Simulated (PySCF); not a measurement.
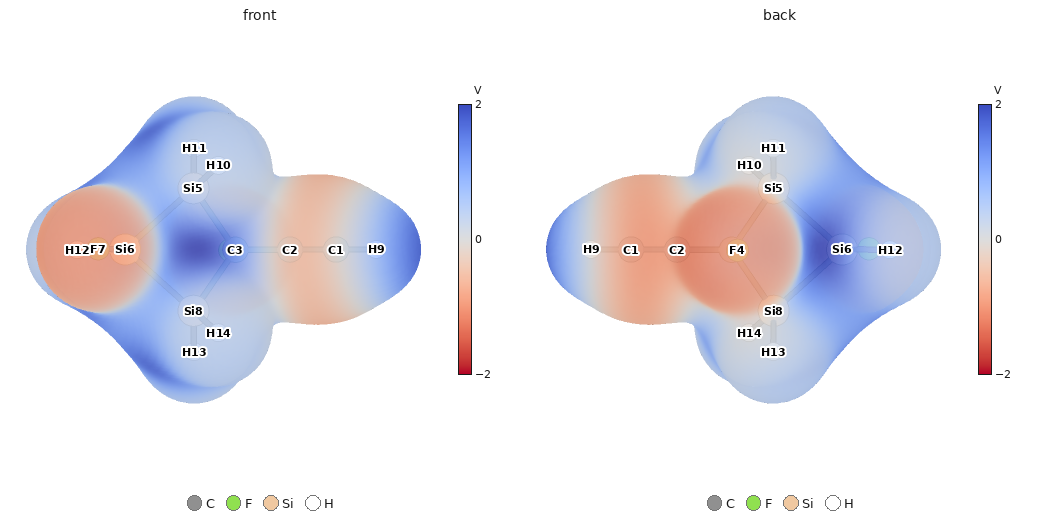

The picture shows: C$_{3}$H$_{6}$F$_{2}$Si$_{3}$. The electrostatic potential painted on the density surface at 0.002 e/bohr³, seen from the front and from behind; red is negative and blue positive.

Geometry: GFN2-xTB.

Method: PBE0/pcSseg-1, SCF density, gas phase, non-relativistic (PySCF 2.14.0).

```yaml
atoms:
  - { symbol: C, position_ang: [2.8386, -1.1976, -0.5392] }
  - { symbol: C, position_ang: [1.8552, -0.5221, -0.4093] }
  - { symbol: C, position_ang: [0.6863, 0.2785, -0.2562] }
  - { symbol: F, position_ang: [0.9893, 1.6222, -0.6352] }
  - { symbol: Si, position_ang: [-0.0577, 0.4397, 1.5660] }
  - { symbol: Si, position_ang: [-2.1323, 0.5188, 0.4827] }
  - { symbol: F, position_ang: [-3.2070, -0.5774, 1.0265] }
  - { symbol: Si, position_ang: [-0.8793, -0.2007, -1.3606] }
  - { symbol: H, position_ang: [3.6919, -1.7974, -0.6486] }
  - { symbol: H, position_ang: [0.3054, -0.7599, 2.3293] }
  - { symbol: H, position_ang: [0.5439, 1.5950, 2.2328] }
  - { symbol: H, position_ang: [-2.9917, 1.7014, 0.4671] }
  - { symbol: H, position_ang: [-0.8228, 0.5337, -2.6252] }
  - { symbol: H, position_ang: [-0.8207, -1.6348, -1.6673] }
```

Describe the electrostatic potential map.

The most negative region (about −1.2 V, or −28 kcal/mol for a unit charge) lies over F4, the most positive (about +1.9 V, or +44 kcal/mol for a unit charge) over Si5, Si6 and Si8.

How polar is the molecule by this calculation?

Its dipole moment is 0.51 D.
